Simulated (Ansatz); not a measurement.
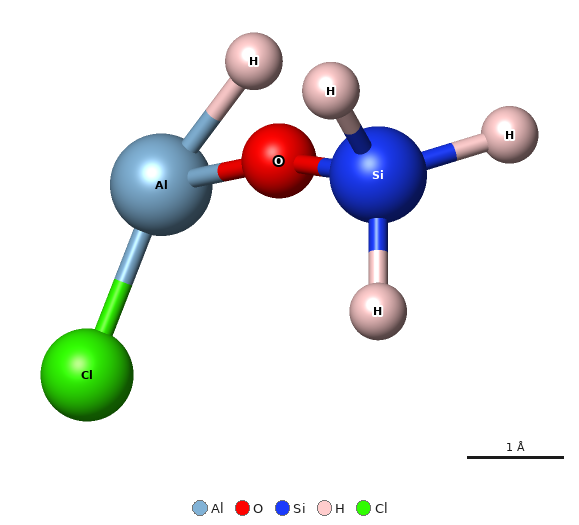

Figure 1. The input geometry (ball-and-stick view, seen at a tilt). Sticks mark near contacts.

Molecular dynamics of AlSiH4ClO (part 1 of 5)

- system: AlSiH4ClO
- method: RKS r2SCAN/def2-SVP (Ansatz 0.2.0)

It belongs to a series of runs on one base structure; here: dynamics from the highest image of the converged band.

### Log
```
Engine: ansatz 0.2.0, x86_64-unknown-linux-gnu
Functional definition: r2SCAN
  parameter k0 = 0.174
  parameter k1 = 0.065
  parameter a1 = 4.9479
  exchange = r2scan_x(k0 = k0, k1 = k1, a1 = a1)
  correlation = r2scan_c
959 factors; their error is unknown
mean field evaluation 1: about -29091.3086 eV, gradient 5.4e1 eV
mean field evaluation 2: about -29023.9726 eV, gradient 1.7e2 eV
mean field evaluation 4: about -29097.0604 eV, gradient 9.5e0 eV
mean field evaluation 8: about -29097.3294 eV, gradient 1.2e-1 eV
mean field evaluation 16: about -29097.2643 eV, gradient 7.0e-5 eV
mean field -29097.26425666 eV, -1069.3047385980 hartree, gradient 7.0e-5 eV, S^2 0.000000; 0 other end points of the search recorded, 0 dependent functions left out
the calculation of the forces begins
reference -29097.26426810 eV, -1069.3047390186 hartree; 28, 28 occupied and 60, 60 virtual orbitals, 959 factors
md step     0: t =     0.00 fs  T =   300.0 K  F+E_penalty+E_count = -29097.26425666 eV  E_kin = 0.232668 eV  conserved = -29097.03158866 eV  (27 SCF iters)
these checks for a lower state are left out or cut short: starts, cluster_reference, orbital_swaps, neighbouring_geometries, increment
959 factors; their error is unknown
mean field -29097.26111773 eV, -1069.3046232447 hartree, gradient 2.0e-5 eV, S^2 0.000000; 0 other end points of the search recorded, 0 dependent functions left out
the calculation of the forces begins
reference -29097.26112918 eV, -1069.3046236652 hartree; 28, 28 occupied and 60, 60 virtual orbitals, 959 factors
md step     1: t =     0.50 fs  T =   296.0 K  F+E_penalty+E_count = -29097.26111773 eV  E_kin = 0.229559 eV  conserved = -29097.03155892 eV  (30 SCF iters)
[... from here on the SCF iterations and repeated set-up lines of each step are left out, up to the last step ...]
md step     2: t =     1.00 fs  T =   284.5 K  F+E_penalty+E_count = -29097.25214651 eV  E_kin = 0.220666 eV  conserved = -29097.03148067 eV  (30 SCF iters)
md step     3: t =     1.50 fs  T =   267.2 K  F+E_penalty+E_count = -29097.23858935 eV  E_kin = 0.207223 eV  conserved = -29097.03136636 eV  (30 SCF iters)
md step     4: t =     2.00 fs  T =   246.3 K  F+E_penalty+E_count = -29097.22227288 eV  E_kin = 0.191041 eV  conserved = -29097.03123210 eV  (30 SCF iters)
md step     5: t =     2.50 fs  T =   224.7 K  F+E_penalty+E_count = -29097.20535188 eV  E_kin = 0.174258 eV  conserved = -29097.03109424 eV  (31 SCF iters)
md step     6: t =     3.00 fs  T =   205.1 K  F+E_penalty+E_count = -29097.19005039 eV  E_kin = 0.159083 eV  conserved = -29097.03096761 eV  (30 SCF iters)
md step     7: t =     3.50 fs  T =   190.3 K  F+E_penalty+E_count = -29097.17842301 eV  E_kin = 0.147558 eV  conserved = -29097.03086543 eV  (30 SCF iters)
md step     8: t =     4.00 fs  T =   182.3 K  F+E_penalty+E_count = -29097.17215049 eV  E_kin = 0.141353 eV  conserved = -29097.03079758 eV  (30 SCF iters)
md step     9: t =     4.50 fs  T =   182.6 K  F+E_penalty+E_count = -29097.17238357 eV  E_kin = 0.141613 eV  conserved = -29097.03077033 eV  (30 SCF iters)
md step    10: t =     5.00 fs  T =   191.9 K  F+E_penalty+E_count = -29097.17964194 eV  E_kin = 0.148855 eV  conserved = -29097.03078701 eV  (30 SCF iters)
md step    11: t =     5.50 fs  T =   210.1 K  F+E_penalty+E_count = -29097.19377110 eV  E_kin = 0.162924 eV  conserved = -29097.03084711 eV  (30 SCF iters)
md step    12: t =     6.00 fs  T =   236.0 K  F+E_penalty+E_count = -29097.21396166 eV  E_kin = 0.183016 eV  conserved = -29097.03094563 eV  (31 SCF iters)
md step    13: t =     6.50 fs  T =   267.9 K  F+E_penalty+E_count = -29097.23883337 eV  E_kin = 0.207760 eV  conserved = -29097.03107332 eV  (30 SCF iters)
md step    14: t =     7.00 fs  T =   303.5 K  F+E_penalty+E_count = -29097.26658681 eV  E_kin = 0.235369 eV  conserved = -29097.03121754 eV  (30 SCF iters)
md step    15: t =     7.50 fs  T =   340.2 K  F+E_penalty+E_count = -29097.29521973 eV  E_kin = 0.263861 eV  conserved = -29097.03135824 eV  (30 SCF iters)
md step    16: t =     8.00 fs  T =   375.7 K  F+E_penalty+E_count = -29097.32282144 eV  E_kin = 0.291348 eV  conserved = -29097.03147386 eV  (28 SCF iters)
md step    17: t =     8.50 fs  T =   407.9 K  F+E_penalty+E_count = -29097.34790939 eV  E_kin = 0.316370 eV  conserved = -29097.03153913 eV  (30 SCF iters)
md step    18: t =     9.00 fs  T =   436.1 K  F+E_penalty+E_count = -29097.36977895 eV  E_kin = 0.338244 eV  conserved = -29097.03153480 eV  (27 SCF iters)
md step    19: t =     9.50 fs  T =   460.7 K  F+E_penalty+E_count = -29097.38874374 eV  E_kin = 0.357282 eV  conserved = -29097.03146204 eV  (30 SCF iters)
md step    20: t =    10.00 fs  T =   483.2 K  F+E_penalty+E_count = -29097.40609098 eV  E_kin = 0.374743 eV  conserved = -29097.03134817 eV  (31 SCF iters)
md step    21: t =    10.50 fs  T =   505.9 K  F+E_penalty+E_count = -29097.42363951 eV  E_kin = 0.392391 eV  conserved = -29097.03124821 eV  (30 SCF iters)
md step    22: t =    11.00 fs  T =   530.9 K  F+E_penalty+E_count = -29097.44294262 eV  E_kin = 0.411724 eV  conserved = -29097.03121907 eV  (30 SCF iters)
md step    23: t =    11.50 fs  T =   558.5 K  F+E_penalty+E_count = -29097.46447245 eV  E_kin = 0.433181 eV  conserved = -29097.03129141 eV  (30 SCF iters)
md step    24: t =    12.00 fs  T =   587.7 K  F+E_penalty+E_count = -29097.48721162 eV  E_kin = 0.455764 eV  conserved = -29097.03144770 eV  (30 SCF iters)
md step    25: t =    12.50 fs  T =   615.4 K  F+E_penalty+E_count = -29097.50892335 eV  E_kin = 0.477290 eV  conserved = -29097.03163335 eV  (30 SCF iters)
md step    26: t =    13.00 fs  T =   638.5 K  F+E_penalty+E_count = -29097.52695519 eV  E_kin = 0.495170 eV  conserved = -29097.03178562 eV  (30 SCF iters)
md step    27: t =    13.50 fs  T =   654.1 K  F+E_penalty+E_count = -29097.53915525 eV  E_kin = 0.507292 eV  conserved = -29097.03186278 eV  (30 SCF iters)
md step    28: t =    14.00 fs  T =   661.0 K  F+E_penalty+E_count = -29097.54449396 eV  E_kin = 0.512640 eV  conserved = -29097.03185395 eV  (30 SCF iters)
md step    29: t =    14.50 fs  T =   659.5 K  F+E_penalty+E_count = -29097.54322496 eV  E_kin = 0.511450 eV  conserved = -29097.03177526 eV  (30 SCF iters)
md step    30: t =    15.00 fs  T =   651.1 K  F+E_penalty+E_count = -29097.53664073 eV  E_kin = 0.504983 eV  conserved = -29097.03165757 eV  (30 SCF iters)
md step    31: t =    15.50 fs  T =   638.3 K  F+E_penalty+E_count = -29097.52659531 eV  E_kin = 0.495059 eV  conserved = -29097.03153600 eV  (30 SCF iters)
md step    32: t =    16.00 fs  T =   623.5 K  F+E_penalty+E_count = -29097.51497267 eV  E_kin = 0.483533 eV  conserved = -29097.03143970 eV  (30 SCF iters)
md step    33: t =    16.50 fs  T =   608.4 K  F+E_penalty+E_count = -29097.50325507 eV  E_kin = 0.471872 eV  conserved = -29097.03138327 eV  (30 SCF iters)
md step    34: t =    17.00 fs  T =   594.3 K  F+E_penalty+E_count = -29097.49231358 eV  E_kin = 0.460952 eV  conserved = -29097.03136165 eV  (29 SCF iters)
md step    35: t =    17.50 fs  T =   581.7 K  F+E_penalty+E_count = -29097.48251350 eV  E_kin = 0.451165 eV  conserved = -29097.03134800 eV  (30 SCF iters)
md step    36: t =    18.00 fs  T =   571.0 K  F+E_penalty+E_count = -29097.47416154 eV  E_kin = 0.442863 eV  conserved = -29097.03129846 eV  (29 SCF iters)
md step    37: t =    18.50 fs  T =   563.5 K  F+E_penalty+E_count = -29097.46817676 eV  E_kin = 0.437001 eV  conserved = -29097.03117621 eV  (28 SCF iters)
md step    38: t =    19.00 fs  T =   561.7 K  F+E_penalty+E_count = -29097.46661856 eV  E_kin = 0.435633 eV  conserved = -29097.03098510 eV  (30 SCF iters)
md step    39: t =    19.50 fs  T =   569.6 K  F+E_penalty+E_count = -29097.47254879 eV  E_kin = 0.441752 eV  conserved = -29097.03079650 eV  (30 SCF iters)
md step    40: t =    20.00 fs  T =   590.7 K  F+E_penalty+E_count = -29097.48888308 eV  E_kin = 0.458154 eV  conserved = -29097.03072870 eV  (30 SCF iters)
md step    41: t =    20.50 fs  T =   626.3 K  F+E_penalty+E_count = -29097.51659198 eV  E_kin = 0.485720 eV  conserved = -29097.03087208 eV  (30 SCF iters)
md step    42: t =    21.00 fs  T =   673.3 K  F+E_penalty+E_count = -29097.55337918 eV  E_kin = 0.522166 eV  conserved = -29097.03121313 eV  (29 SCF iters)
md step    43: t =    21.50 fs  T =   725.0 K  F+E_penalty+E_count = -29097.59393287 eV  E_kin = 0.562303 eV  conserved = -29097.03163009 eV  (29 SCF iters)
md step    44: t =    22.00 fs  T =   773.4 K  F+E_penalty+E_count = -29097.63178193 eV  E_kin = 0.599812 eV  conserved = -29097.03197005 eV  (29 SCF iters)
md step    45: t =    22.50 fs  T =   811.7 K  F+E_penalty+E_count = -29097.66163495 eV  E_kin = 0.629500 eV  conserved = -29097.03213468 eV  (30 SCF iters)
md step    46: t =    23.00 fs  T =   836.6 K  F+E_penalty+E_count = -29097.68093430 eV  E_kin = 0.648825 eV  conserved = -29097.03210913 eV  (30 SCF iters)
md step    47: t =    23.50 fs  T =   848.7 K  F+E_penalty+E_count = -29097.69013703 eV  E_kin = 0.658199 eV  conserved = -29097.03193820 eV  (30 SCF iters)
md step    48: t =    24.00 fs  T =   851.4 K  F+E_penalty+E_count = -29097.69202574 eV  E_kin = 0.660334 eV  conserved = -29097.03169143 eV  (30 SCF iters)
md step    49: t =    24.50 fs  T =   849.9 K  F+E_penalty+E_count = -29097.69059763 eV  E_kin = 0.659160 eV  conserved = -29097.03143750 eV  (30 SCF iters)
md step    50: t =    25.00 fs  T =   849.3 K  F+E_penalty+E_count = -29097.68993639 eV  E_kin = 0.658701 eV  conserved = -29097.03123492 eV  (30 SCF iters)
md step    51: t =    25.50 fs  T =   853.7 K  F+E_penalty+E_count = -29097.69324982 eV  E_kin = 0.662123 eV  conserved = -29097.03112703 eV  (31 SCF iters)
md step    52: t =    26.00 fs  T =   865.2 K  F+E_penalty+E_count = -29097.70216668 eV  E_kin = 0.671031 eV  conserved = -29097.03113604 eV  (30 SCF iters)
md step    53: t =    26.50 fs  T =   883.4 K  F+E_penalty+E_count = -29097.71639691 eV  E_kin = 0.685143 eV  conserved = -29097.03125382 eV  (30 SCF iters)
md step    54: t =    27.00 fs  T =   905.7 K  F+E_penalty+E_count = -29097.73388870 eV  E_kin = 0.702453 eV  conserved = -29097.03143555 eV  (30 SCF iters)
md step    55: t =    27.50 fs  T =   928.3 K  F+E_penalty+E_count = -29097.75155603 eV  E_kin = 0.719949 eV  conserved = -29097.03160750 eV  (30 SCF iters)
md step    56: t =    28.00 fs  T =   947.4 K  F+E_penalty+E_count = -29097.76643879 eV  E_kin = 0.734743 eV  conserved = -29097.03169530 eV  (27 SCF iters)
md step    57: t =    28.50 fs  T =   960.8 K  F+E_penalty+E_count = -29097.77685186 eV  E_kin = 0.745185 eV  conserved = -29097.03166642 eV  (31 SCF iters)
md step    58: t =    29.00 fs  T =   968.8 K  F+E_penalty+E_count = -29097.78289192 eV  E_kin = 0.751334 eV  conserved = -29097.03155810 eV  (31 SCF iters)
md step    59: t =    29.50 fs  T =   972.8 K  F+E_penalty+E_count = -29097.78590158 eV  E_kin = 0.754443 eV  conserved = -29097.03145872 eV  (31 SCF iters)
md step    60: t =    30.00 fs  T =   974.4 K  F+E_penalty+E_count = -29097.78718558 eV  E_kin = 0.755744 eV  conserved = -29097.03144133 eV  (30 SCF iters)
md step    61: t =    30.50 fs  T =   974.0 K  F+E_penalty+E_count = -29097.78693529 eV  E_kin = 0.755429 eV  conserved = -29097.03150629 eV  (30 SCF iters)
md step    62: t =    31.00 fs  T =   970.4 K  F+E_penalty+E_count = -29097.78419951 eV  E_kin = 0.752614 eV  conserved = -29097.03158565 eV  (31 SCF iters)
md step    63: t =    31.50 fs  T =   962.2 K  F+E_penalty+E_count = -29097.77785535 eV  E_kin = 0.746256 eV  conserved = -29097.03159897 eV  (30 SCF iters)
md step    64: t =    32.00 fs  T =   949.3 K  F+E_penalty+E_count = -29097.76776009 eV  E_kin = 0.736246 eV  conserved = -29097.03151372 eV  (31 SCF iters)
md step    65: t =    32.50 fs  T =   933.4 K  F+E_penalty+E_count = -29097.75526430 eV  E_kin = 0.723913 eV  conserved = -29097.03135107 eV  (31 SCF iters)
md step    66: t =    33.00 fs  T =   917.7 K  F+E_penalty+E_count = -29097.74291658 eV  E_kin = 0.711753 eV  conserved = -29097.03116330 eV  (32 SCF iters)
md step    67: t =    33.50 fs  T =   906.0 K  F+E_penalty+E_count = -29097.73367513 eV  E_kin = 0.702670 eV  conserved = -29097.03100475 eV  (31 SCF iters)
md step    68: t =    34.00 fs  T =   901.5 K  F+E_penalty+E_count = -29097.73005247 eV  E_kin = 0.699136 eV  conserved = -29097.03091635 eV  (31 SCF iters)
md step    69: t =    34.50 fs  T =   905.8 K  F+E_penalty+E_count = -29097.73345422 eV  E_kin = 0.702533 eV  conserved = -29097.03092081 eV  (31 SCF iters)
md step    70: t =    35.00 fs  T =   919.1 K  F+E_penalty+E_count = -29097.74380516 eV  E_kin = 0.712782 eV  conserved = -29097.03102276 eV  (31 SCF iters)
md step    71: t =    35.50 fs  T =   939.0 K  F+E_penalty+E_count = -29097.75947889 eV  E_kin = 0.728271 eV  conserved = -29097.03120768 eV  (30 SCF iters)
md step    72: t =    36.00 fs  T =   962.0 K  F+E_penalty+E_count = -29097.77755388 eV  E_kin = 0.746116 eV  conserved = -29097.03143789 eV  (30 SCF iters)
md step    73: t =    36.50 fs  T =   983.5 K  F+E_penalty+E_count = -29097.79443829 eV  E_kin = 0.762786 eV  conserved = -29097.03165232 eV  (30 SCF iters)
md step    74: t =    37.00 fs  T =   999.4 K  F+E_penalty+E_count = -29097.80684199 eV  E_kin = 0.775064 eV  conserved = -29097.03177845 eV  (28 SCF iters)
md step    75: t =    37.50 fs  T =  1007.2 K  F+E_penalty+E_count = -29097.81287552 eV  E_kin = 0.781110 eV  conserved = -29097.03176561 eV  (30 SCF iters)
md step    76: t =    38.00 fs  T =  1007.2 K  F+E_penalty+E_count = -29097.81276878 eV  E_kin = 0.781142 eV  conserved = -29097.03162701 eV  (30 SCF iters)
md step    77: t =    38.50 fs  T =  1002.1 K  F+E_penalty+E_count = -29097.80861672 eV  E_kin = 0.777165 eV  conserved = -29097.03145211 eV  (30 SCF iters)
md step    78: t =    39.00 fs  T =   995.0 K  F+E_penalty+E_count = -29097.80302308 eV  E_kin = 0.771668 eV  conserved = -29097.03135513 eV  (29 SCF iters)
md step    79: t =    39.50 fs  T =   987.7 K  F+E_penalty+E_count = -29097.79742255 eV  E_kin = 0.766034 eV  conserved = -29097.03138856 eV  (29 SCF iters)
md step    80: t =    40.00 fs  T =   979.7 K  F+E_penalty+E_count = -29097.79134478 eV  E_kin = 0.759846 eV  conserved = -29097.03149852 eV  (29 SCF iters)
md step    81: t =    40.50 fs  T =   969.2 K  F+E_penalty+E_count = -29097.78322557 eV  E_kin = 0.751652 eV  conserved = -29097.03157394 eV  (29 SCF iters)
md step    82: t =    41.00 fs  T =   954.8 K  F+E_penalty+E_count = -29097.77204952 eV  E_kin = 0.740511 eV  conserved = -29097.03153874 eV  (29 SCF iters)
md step    83: t =    41.50 fs  T =   937.5 K  F+E_penalty+E_count = -29097.75850424 eV  E_kin = 0.727108 eV  conserved = -29097.03139665 eV  (29 SCF iters)
md step    84: t =    42.00 fs  T =   920.3 K  F+E_penalty+E_count = -29097.74494197 eV  E_kin = 0.713729 eV  conserved = -29097.03121258 eV  (29 SCF iters)
md step    85: t =    42.50 fs  T =   906.9 K  F+E_penalty+E_count = -29097.73439568 eV  E_kin = 0.703331 eV  conserved = -29097.03106422 eV  (29 SCF iters)
md step    86: t =    43.00 fs  T =   900.4 K  F+E_penalty+E_count = -29097.72935231 eV  E_kin = 0.698345 eV  conserved = -29097.03100732 eV  (28 SCF iters)
md step    87: t =    43.50 fs  T =   902.3 K  F+E_penalty+E_count = -29097.73084065 eV  E_kin = 0.699778 eV  conserved = -29097.03106231 eV  (29 SCF iters)
md step    88: t =    44.00 fs  T =   911.4 K  F+E_penalty+E_count = -29097.73805898 eV  E_kin = 0.706840 eV  conserved = -29097.03121857 eV  (30 SCF iters)
md step    89: t =    44.50 fs  T =   924.6 K  F+E_penalty+E_count = -29097.74851752 eV  E_kin = 0.717077 eV  conserved = -29097.03144031 eV  (31 SCF iters)
md step    90: t =    45.00 fs  T =   937.3 K  F+E_penalty+E_count = -29097.75861060 eV  E_kin = 0.726940 eV  conserved = -29097.03167038 eV  (30 SCF iters)
md step    91: t =    45.50 fs  T =   944.8 K  F+E_penalty+E_count = -29097.76454699 eV  E_kin = 0.732711 eV  conserved = -29097.03183559 eV  (31 SCF iters)
md step    92: t =    46.00 fs  T =   943.4 K  F+E_penalty+E_count = -29097.76352932 eV  E_kin = 0.731666 eV  conserved = -29097.03186360 eV  (31 SCF iters)
md step    93: t =    46.50 fs  T =   932.5 K  F+E_penalty+E_count = -29097.75489880 eV  E_kin = 0.723182 eV  conserved = -29097.03171703 eV  (28 SCF iters)
md step    94: t =    47.00 fs  T =   914.5 K  F+E_penalty+E_count = -29097.74071082 eV  E_kin = 0.709280 eV  conserved = -29097.03143114 eV  (30 SCF iters)
md step    95: t =    47.50 fs  T =   894.9 K  F+E_penalty+E_count = -29097.72516949 eV  E_kin = 0.694046 eV  conserved = -29097.03112386 eV  (30 SCF iters)
md step    96: t =    48.00 fs  T =   879.3 K  F+E_penalty+E_count = -29097.71285052 eV  E_kin = 0.681914 eV  conserved = -29097.03093688 eV  (30 SCF iters)
md step    97: t =    48.50 fs  T =   871.2 K  F+E_penalty+E_count = -29097.70659619 eV  E_kin = 0.675657 eV  conserved = -29097.03093931 eV  (30 SCF iters)
md step    98: t =    49.00 fs  T =   870.8 K  F+E_penalty+E_count = -29097.70646098 eV  E_kin = 0.675378 eV  conserved = -29097.03108316 eV  (30 SCF iters)
md step    99: t =    49.50 fs  T =   875.7 K  F+E_penalty+E_count = -29097.71037256 eV  E_kin = 0.679122 eV  conserved = -29097.03125030 eV  (30 SCF iters)
md step   100: t =    50.00 fs  T =   882.6 K  F+E_penalty+E_count = -29097.71584386 eV  E_kin = 0.684499 eV  conserved = -29097.03134440 eV  (31 SCF iters)
md step   101: t =    50.50 fs  T =   889.8 K  F+E_penalty+E_count = -29097.72142729 eV  E_kin = 0.690086 eV  conserved = -29097.03134163 eV  (29 SCF iters)
md step   102: t =    51.00 fs  T =   897.2 K  F+E_penalty+E_count = -29097.72712777 eV  E_kin = 0.695850 eV  conserved = -29097.03127798 eV  (28 SCF iters)
md step   103: t =    51.50 fs  T =   906.0 K  F+E_penalty+E_count = -29097.73388601 eV  E_kin = 0.702672 eV  conserved = -29097.03121373 eV  (30 SCF iters)
md step   104: t =    52.00 fs  T =   917.4 K  F+E_penalty+E_count = -29097.74267820 eV  E_kin = 0.711481 eV  conserved = -29097.03119733 eV  (30 SCF iters)
md step   105: t =    52.50 fs  T =   931.6 K  F+E_penalty+E_count = -29097.75374514 eV  E_kin = 0.722493 eV  conserved = -29097.03125224 eV  (30 SCF iters)
md step   106: t =    53.00 fs  T =   947.5 K  F+E_penalty+E_count = -29097.76620268 eV  E_kin = 0.734826 eV  conserved = -29097.03137717 eV  (28 SCF iters)
md step   107: t =    53.50 fs  T =   962.6 K  F+E_penalty+E_count = -29097.77809147 eV  E_kin = 0.746551 eV  conserved = -29097.03154029 eV  (30 SCF iters)
md step   108: t =    54.00 fs  T =   973.7 K  F+E_penalty+E_count = -29097.78688010 eV  E_kin = 0.755194 eV  conserved = -29097.03168657 eV  (29 SCF iters)
md step   109: t =    54.50 fs  T =   978.1 K  F+E_penalty+E_count = -29097.79034621 eV  E_kin = 0.758599 eV  conserved = -29097.03174748 eV  (29 SCF iters)
md step   110: t =    55.00 fs  T =   974.8 K  F+E_penalty+E_count = -29097.78764774 eV  E_kin = 0.755980 eV  conserved = -29097.03166731 eV  (29 SCF iters)
md step   111: t =    55.50 fs  T =   965.4 K  F+E_penalty+E_count = -29097.78014579 eV  E_kin = 0.748700 eV  conserved = -29097.03144553 eV  (29 SCF iters)
md step   112: t =    56.00 fs  T =   954.4 K  F+E_penalty+E_count = -29097.77133520 eV  E_kin = 0.740165 eV  conserved = -29097.03117001 eV  (28 SCF iters)
md step   113: t =    56.50 fs  T =   947.0 K  F+E_penalty+E_count = -29097.76544996 eV  E_kin = 0.734458 eV  conserved = -29097.03099153 eV  (28 SCF iters)
md step   114: t =    57.00 fs  T =   946.6 K  F+E_penalty+E_count = -29097.76518684 eV  E_kin = 0.734158 eV  conserved = -29097.03102840 eV  (30 SCF iters)
md step   115: t =    57.50 fs  T =   952.5 K  F+E_penalty+E_count = -29097.76996924 eV  E_kin = 0.738698 eV  conserved = -29097.03127130 eV  (29 SCF iters)
md step   116: t =    58.00 fs  T =   960.0 K  F+E_penalty+E_count = -29097.77611114 eV  E_kin = 0.744526 eV  conserved = -29097.03158488 eV  (29 SCF iters)
md step   117: t =    58.50 fs  T =   963.2 K  F+E_penalty+E_count = -29097.77884119 eV  E_kin = 0.747033 eV  conserved = -29097.03180779 eV  (29 SCF iters)
md step   118: t =    59.00 fs  T =   957.9 K  F+E_penalty+E_count = -29097.77474142 eV  E_kin = 0.742889 eV  conserved = -29097.03185253 eV  (29 SCF iters)
md step   119: t =    59.50 fs  T =   943.0 K  F+E_penalty+E_count = -29097.76311689 eV  E_kin = 0.731386 eV  conserved = -29097.03173072 eV  (29 SCF iters)
```
